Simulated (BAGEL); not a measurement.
# RI-MP2/def2-TZVPP (density fitting with cc-pvqz-jkfit) run of H2S2 (SMILES SS)

Aim: the energy change on altering one bond length of H2S2 at RI-MP2/def2-TZVPP (density fitting with cc-pvqz-jkfit), from 2 runs. 

The calculation is run with BAGEL 1.2.2.

7 further runs of the same task are left out: 7 set aside as unsound or not needed.

## Step 1: The structure to begin with

H2S2: 4 atoms, total charge 0, spin state singlet. As SMILES, `SS`. Geometry: relaxed at PBE0-D4/def2-TZVP.

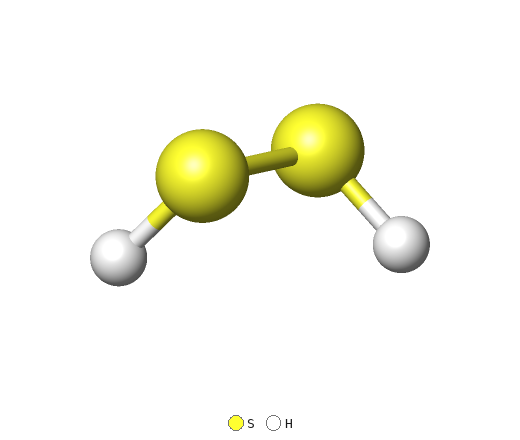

Viewed from a chosen angle; sulfur yellow, hydrogen white.

## Step 2: The energy at RI-MP2/def2-TZVPP (density fitting with cc-pvqz-jkfit)

job.json

```json
{ "bagel": [

{
  "title": "molecule",
  "basis": "tzvpp",
  "df_basis": "cc-pvqz-jkfit",
  "angstrom": true,
  "geometry": [
    { "atom": "S", "xyz": [    0.784480,   -0.789210,    0.166690 ] },
    { "atom": "S", "xyz": [    0.060220,    1.121560,    0.067360 ] },
    { "atom": "H", "xyz": [   -0.225420,   -1.352590,    0.856880 ] },
    { "atom": "H", "xyz": [   -0.619290,    1.020250,   -1.090950 ] }
  ]
},
{
  "title": "hf"
},
{
  "title": "mp2",
  "ncore": 10
}

]}
```

Started as:

```
$ BAGEL_NUM_THREADS=1 BAGEL job.json > job.out
```

The log of the run:

```text
* using 1 threads per process

  ===============================================================
  ===============================================================

  *** Geometry ***

  { "atom" : "S", "xyz" : [      1.482452,     -1.491391,      0.314998 ] },
  { "atom" : "S", "xyz" : [      0.113799,      2.119441,      0.127292 ] },
  { "atom" : "H", "xyz" : [     -0.425982,     -2.556025,      1.619269 ] },
  { "atom" : "H", "xyz" : [     -1.170288,      1.927993,     -2.061597 ] },

  Number of auxiliary basis functions:      398

  Since a DF basis is specified, we compute 2- and 3-index integrals:
    o Being stored without compression. Storage requirement is 0.040 GB

  Number of basis functions:      112
  Number of electrons      :       34

    * METHOD: MOLECULE                             0.18

  *** RHF ***

  === Nuclear Repulsion ===
    85.4431433822

      * DIIS with orbital gradients will be used.

  === RHF iteration (tzvpp) ===
      0       -796.21947677          0.00652685           0.06
      1       -796.24655784          0.00210420           0.06
      2       -796.24968703          0.00076080           0.06
      3       -796.25013823          0.00015660           0.06
      4       -796.25015994          0.00004193           0.06
      5       -796.25016231          0.00001543           0.06
      6       -796.25016264          0.00000580           0.06
      7       -796.25016271          0.00000269           0.06
      8       -796.25016272          0.00000083           0.06
      9       -796.25016272          0.00000024           0.06
     10       -796.25016272          0.00000009           0.06
     11       -796.25016272          0.00000003           0.06
     12       -796.25016272          0.00000001           0.06
     13       -796.25016272          0.00000000           0.06
    * SCF iteration converged.

    * Permanent dipole moment:
           (    0.459085,     0.180626,     0.127206) a.u.

    * METHOD: HF                                   0.99

  *** RHF ***

  === Nuclear Repulsion ===
    85.4431433822

      * DIIS with orbital gradients will be used.

  === RHF iteration (tzvpp) ===
      0       -796.25016272          0.00000000           0.06
    * SCF iteration converged.

    * Permanent dipole moment:
           (    0.459085,     0.180626,     0.127206) a.u.

  === DF-MP2 calculation ===

    * freezing 10 orbitals
    * 3-index integral transformation done
    * assembly done

      MP2 correlation energy:   -0.3573379522      0.03

      MP2 total energy:       -796.6075006731

    * METHOD: MP2                                  0.16

  ===============================================================
```

Run time: 1.5 s. Hardware: 1 thread of Arm Neoverse V1, shared host.

## Step 3: The distorted shape, same level

mp2.json

```json
{ "bagel": [

{
  "title": "molecule",
  "basis": "tzvpp",
  "df_basis": "cc-pvqz-jkfit",
  "angstrom": true,
  "geometry": [
    { "atom": "S", "xyz": [       1.328082,      -0.708163,       1.093327 ] },
    { "atom": "S", "xyz": [       0.603822,       1.202607,       0.993997 ] },
    { "atom": "H", "xyz": [       0.318182,      -1.271543,       1.783517 ] },
    { "atom": "H", "xyz": [      -0.619290,       1.020250,      -1.090950 ] }
  ]
},

{
  "title": "hf"
},

{
  "title": "mp2",
  "ncore": 10
}

]}
```

Started as:

```
$ BAGEL_NUM_THREADS=1 BAGEL mp2.json > mp2.out
```

The log of the run:

```text
* using 1 threads per process

  ===============================================================
  ===============================================================

  *** Geometry ***

  { "atom" : "S", "xyz" : [      2.509711,     -1.338234,      2.066089 ] },
  { "atom" : "S", "xyz" : [      1.141058,      2.272598,      1.878382 ] },
  { "atom" : "H", "xyz" : [      0.601277,     -2.402868,      3.370359 ] },
  { "atom" : "H", "xyz" : [     -1.170288,      1.927993,     -2.061597 ] },

  Number of auxiliary basis functions:      398

  Since a DF basis is specified, we compute 2- and 3-index integrals:
    o Being stored without compression. Storage requirement is 0.040 GB

  Number of basis functions:      112
  Number of electrons      :       34

    * METHOD: MOLECULE                             0.18

  *** RHF ***

  === Nuclear Repulsion ===
    81.8681029229

      * DIIS with orbital gradients will be used.

  === RHF iteration (tzvpp) ===
      0       -796.05618698          0.00641765           0.06
      1       -796.08983736          0.00315365           0.06
      2       -796.09698591          0.00129769           0.06
      3       -796.09853954          0.00039194           0.06
      4       -796.09869119          0.00010134           0.06
      5       -796.09871058          0.00004696           0.06
      6       -796.09871394          0.00002135           0.06
      7       -796.09871496          0.00000694           0.06
      8       -796.09871505          0.00000294           0.06
      9       -796.09871507          0.00000136           0.06
     10       -796.09871507          0.00000078           0.06
     11       -796.09871508          0.00000048           0.06
     12       -796.09871508          0.00000024           0.06
     13       -796.09871508          0.00000011           0.06
     14       -796.09871508          0.00000004           0.06
     15       -796.09871508          0.00000002           0.06
     16       -796.09871508          0.00000001           0.06
    * SCF iteration converged.

    * Permanent dipole moment:
           (    0.141064,     0.430332,    -0.278799) a.u.

    * METHOD: HF                                   1.14

  *** RHF ***

  === Nuclear Repulsion ===
    81.8681029229

      * DIIS with orbital gradients will be used.

  === RHF iteration (tzvpp) ===
      0       -796.09871508          0.00000001           0.06
    * SCF iteration converged.

    * Permanent dipole moment:
           (    0.141063,     0.430332,    -0.278799) a.u.

  === DF-MP2 calculation ===

    * freezing 10 orbitals
    * 3-index integral transformation done
    * assembly done

      MP2 correlation energy:   -0.3813739265      0.03

      MP2 total energy:       -796.4800890047

    * METHOD: MP2                                  0.15

  ===============================================================
```

Wall time 1.6 s (1 thread of Arm Neoverse V1, shared host).

## Step 4: What came out

Level: RI-MP2/def2-TZVPP (density fitting with cc-pvqz-jkfit), 10 core orbitals frozen.

| quantity | value |
| --- | --- |
| first shape: total energy | -796.60750 Eh |
| first shape: correlation energy (10 core orbitals frozen) | -357.3 mEh |
| distorted shape: total energy | -796.48009 Eh |
| distorted shape: correlation energy (10 core orbitals frozen) | -381.4 mEh |
| energy change with the S2–H4 bond stretched from 1.347 to 2.424 Å | 3.467 eV |

In words: One bond (distorted shape) is far stretched, which a spin-restricted single reference describes badly; perturbation theory on it can break down and give far too much correlation. With the S2–H4 bond stretched from 1.347 to 2.424 Å the energy rises by 3.47 eV (335 kJ/mol). The first shape isn't relaxed at this level, so the change isn't measured from a minimum. A restricted reference can't describe the breaking bond well at this length.
